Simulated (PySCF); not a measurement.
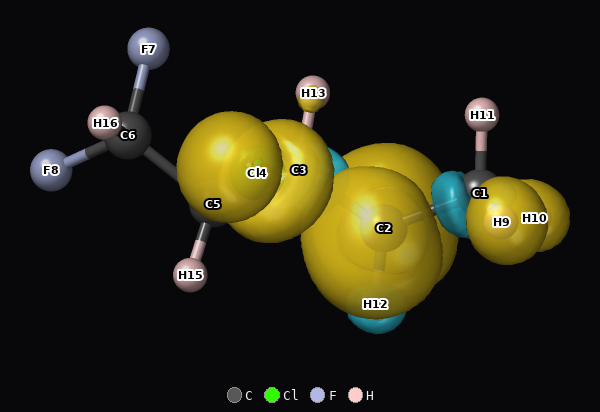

*C₅H₈ClF₂ (SMILES C[CH][C@H](Cl)CC(F)F) (doublet). Isosurfaces of the spin density (α minus β) at +0.015 (yellow) and −0.015 e/Å³ (cyan), seen at a tilt.*

Geometry: GFN2-xTB.

Theory: UKS B3LYP, pcH-1 on C Cl F H, non-relativistic, mean-field spin-orbit, GIAO (PySCF).

```xyz
16

C     2.2107    1.2737    0.5370
C     1.3691    0.1049    0.2217
C    -0.0361    0.2034   -0.0010
Cl   -0.8843    0.2628    1.7610
C    -0.6813   -0.9694   -0.7130
C    -2.1708   -0.7590   -0.9369
F    -2.3831    0.2749   -1.7897
F    -2.7144   -1.8493   -1.5301
H     2.4578    1.2915    1.6035
H     3.1596    1.2172    0.0015
H     1.7072    2.2046    0.2882
H     1.8051   -0.8753    0.3368
H    -0.3593    1.1651   -0.3982
H    -0.2099   -1.0888   -1.6927
H    -0.5449   -1.8904   -0.1451
H    -2.7330   -0.5569   -0.0143
```

Which atoms carry the spin?

Answer. The unpaired spin (1 electron) lies mostly on C2 (about 0.6) and Cl4 (about 0.2), in electrons by Hirshfeld's partition.
